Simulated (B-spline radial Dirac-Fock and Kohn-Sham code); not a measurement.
# Se: core levels and X-ray properties

Aim: for neutral selenium, compute its X-ray form factor and Compton profile, the binding energy of each subshell, how cheaper methods do for the levels and its two-hole states.

The numbers are computed with B-spline radial Dirac-Fock and Kohn-Sham code (version 2): a free atom or ion on a radial basis; each step names its model.

## Step 1: The atom as given

The Se atom in the configuration 1s2 2s2 2p6 3s2 3p6 3d10 4s1 4p5 (an excited configuration).

```
nuclear charge     : 34
electrons          : 34
mass number        : 80
nuclear rms radius : 4.14 fm
```

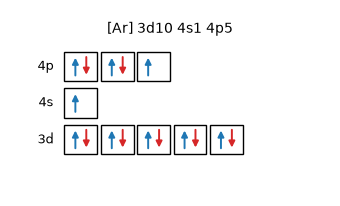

The shells outside the core; arrows follow Hund's rule for the drawing alone (heavy ions are jj-coupled), while the calculation averages over the configuration.

## Step 2: X-ray scattering functions

Model: Dirac-Fock average of configuration, finite nucleus; form factor of the spherical density, Waller-Hartree incoherent function, impulse-approximation Compton profiles.

Recorded inputs:

```ini
task = scatter
Z = 34
charge = 0
configuration = 1s2 2s2 2p6 3s2 3p6 3d10 4s1 4p5
mass_number = 80
rms_radius = 4.14  # fm
s = [0.0, 0.05, 0.1, 0.15, 0.2, 0.25, 0.3, 0.35, 0.4, 0.45, 0.5, 0.6, 0.7, 0.8, 0.9, 1.0, 1.1, 1.2, 1.4, 1.6, 1.8, 2.0, 2.5, 3.0, 3.5, 4.0, 5.0, 6.0]  # 1/A
pz = [0, 0.1, 0.2, 0.3, 0.4, 0.5, 0.6, 0.8, 1.0, 1.2, 1.4, 1.6, 1.8, 2.0, 2.5, 3.0, 4.0, 5.0, 7.0, 10.0, 15.0, 20.0, 30.0, 40.0, 60.0, 100.0]  # a.u.
photon_energy = [2000, 5000, 8047.8, 10000, 17479.3, 20000, 50000, 200000]  # eV
```

## Step 3: Hole states by ΔSCF

Model: Dirac-Fock average of configuration, Delta-SCF, finite nucleus, first-order Breit with its frequency dependence, self-energy and vacuum polarisation.

Recorded inputs:

```ini
task = binding
```

## Step 4: Dirac LDA, for comparison

Model: Dirac-Kohn-Sham LDA (Slater exchange, VWN correlation), finite nucleus, spherical and without spin polarisation.

The run's settings:

```ini
task = binding-ladder
method = lda,vwn
relativity = dirac
```

## Step 5: Two holes

Model: Dirac-Fock average of configuration, Delta-SCF, finite nucleus, first-order Breit with its frequency dependence, self-energy and vacuum polarisation; two-hole levels by intermediate coupling within the shell, Auger rates as independent-particle Coulomb matrix elements.

The run's settings:

```ini
task = double
```

(Steps that only read results are left out.)

**Question.** What will these runs give? Wanted: rms radius of the electron cloud; form factor halves at; Compton profile at zero; deepest level listed, K; least bound, N2,3; Dirac LDA, K: eigenvalue / ΔSCF; largest U, K K; strongest line of L2-M45.

**Answer**, as computed:

```
                        quantity                   value
rms radius of the electron cloud               1.12 bohr
           form factor halves at                0.53 1/Å
         Compton profile at zero            6.842 1/a.u.
    deepest level listed, K (1s)              12666.6 eV
          least bound, N2,3 (4p)                 9.86 eV
 Dirac LDA, K: eigenvalue / ΔSCF    12480.9 / 12690.7 eV
                  largest U, K K                494.0 eV
        strongest line of L2-M45  M4M5, J = 4, 1330.6 eV
```

In words: The form factor starts at the 34 electrons and halves by s = 0.53 1/Å. Incoherent scattering outweighs coherent from 200 keV on, among the energies asked. The K (1s) level lies 53.1 eV under Koopmans' value by relaxation alone; Breit gives -18.34 and QED -8.93 eV. Dirac LDA misses the K level by -1.5 % with its eigenvalue and by +0.2 % with ΔSCF, so total-energy differences mend most of the error. U runs from 23.98 eV (M4 M4) to 494.0 eV (K K). In the L2-M45 Auger group the M4M5 J = 4 line carries 64 % of the rate. The Hartree-Fock and Dirac-Fock values hold no electron correlation.
